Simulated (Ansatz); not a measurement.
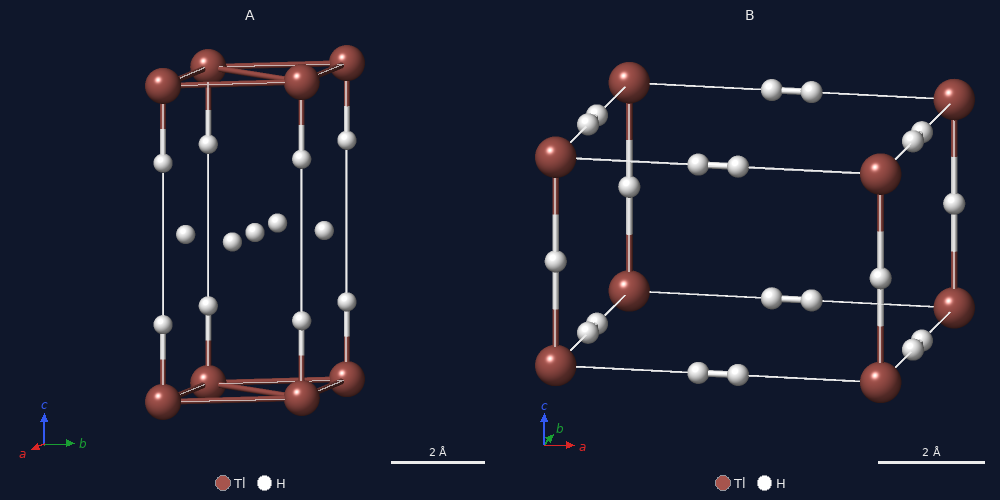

Two structures of TlH5, each relaxed to rest (conventional cells in solid outline, small ones repeated, not to one scale). Method: DFT PBE, scalar-relativistic, plane waves, PAW in Ansatz 0.2.0, without spin polarisation.

What are A and B?

Answer. A: 6 atoms a cell on a primitive hexagonal lattice, P6/mmm. B: 6 atoms a cell on a primitive tetragonal lattice, P4/mmm.

Which structure is more stable?

Answer. B is lower, by 560 meV/atom at this level of theory (energies at zero smearing). Volumes: A 9.4, B 26.7 Å³/atom.

One or both may be structure types tried for this composition rather than known phases.
